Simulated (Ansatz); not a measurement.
**YB12: pressure series**

Consider YB₁₂ (space group Fm-3m, No. 225).

```cif
data_B12Y
_chemical_formula_sum 'Y1 B12'
_space_group_name_H-M_alt 'P 1'
_space_group_IT_number 1
_cell_length_a 5.27321
_cell_length_b 5.27321
_cell_length_c 5.27321
_cell_angle_alpha 60.000
_cell_angle_beta 60.000
_cell_angle_gamma 60.000
loop_
_space_group_symop_operation_xyz
  'x, y, z'
loop_
_atom_site_label
_atom_site_type_symbol
_atom_site_fract_x
_atom_site_fract_y
_atom_site_fract_z
_atom_site_occupancy
Y1 Y 0.00000 0.00000 0.00000 1
B1 B 0.50000 0.16236 0.50000 1
B2 B 0.50000 0.83764 0.50000 1
B3 B 0.16236 0.50000 0.50000 1
B4 B 0.83764 0.50000 0.50000 1
B5 B 0.16236 0.50000 0.83764 1
B6 B 0.83764 0.50000 0.16236 1
B7 B 0.50000 0.16236 0.83764 1
B8 B 0.50000 0.83764 0.16236 1
B9 B 0.50000 0.50000 0.16236 1
B10 B 0.50000 0.50000 0.83764 1
B11 B 0.83764 0.16236 0.50000 1
B12 B 0.16236 0.83764 0.50000 1
```

Cell and atoms are relaxed at each pressure.

Level of theory: plane-wave PAW DFT at the PBEsol level (Ansatz, an electronic-structure program, 420 eV), without spin-orbit coupling.

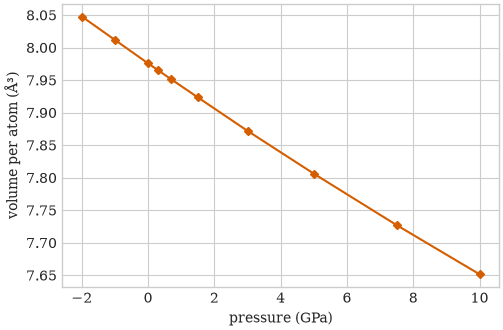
Figure. Volume per atom against pressure

Problem. From the plot, what is the volume per atom for pressure 3 GPa?

Solution. About 7.87 Å³.

Problem. Is the trend monotonic over the range shown?

Solution. Yes, it falls throughout, spanning 7.65 Å³ to 8.05 Å³.

Load acts through the strain it causes; cell and atoms are relaxed under it. Stability against distortions was not tested. Competing high-pressure phases were not computed. The final runs are not spin-polarised. An odd electron count without spin: YB12.
